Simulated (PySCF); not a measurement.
SMILES [CH3][In]([CH3])[CH3] (C3H9In) at its GFN2-xTB optimised geometry (Å):

```
13

C      2.0263     0.1230     0.0000
In    -0.2161     0.1230     0.0000
C     -1.3357     2.0672     0.0000
C     -1.3192    -1.8302    -0.0003
H      2.3974    -0.4663    -0.8381
H      2.4103     1.1387    -0.0816
H      2.3957    -0.3222     0.9236
H     -1.0506     2.6588    -0.8697
H     -1.0904     2.6349     0.8974
H     -2.4103     1.8924    -0.0261
H     -2.0275    -1.8616     0.8271
H     -1.8727    -1.9446    -0.9321
H     -0.6193    -2.6588     0.0989
```

Computed with PBE0/def2-TZVP, def2 effective core potentials past Kr run with PySCF. The core electrons that the potentials of In replace are not part of the density.

Map of the electrostatic potential (hartree/e), clipped to [-0.08, 0.12] on the plane z = 1.5 Å:

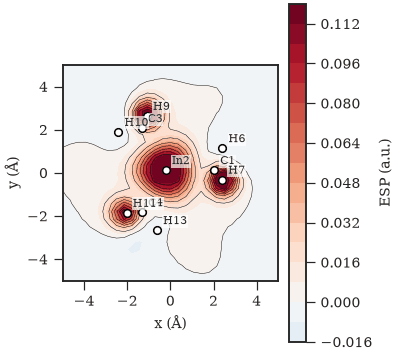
Figure. Electrostatic potential (hartree/e), clipped to [-0.08, 0.12] on the plane z = 1.5 Å.
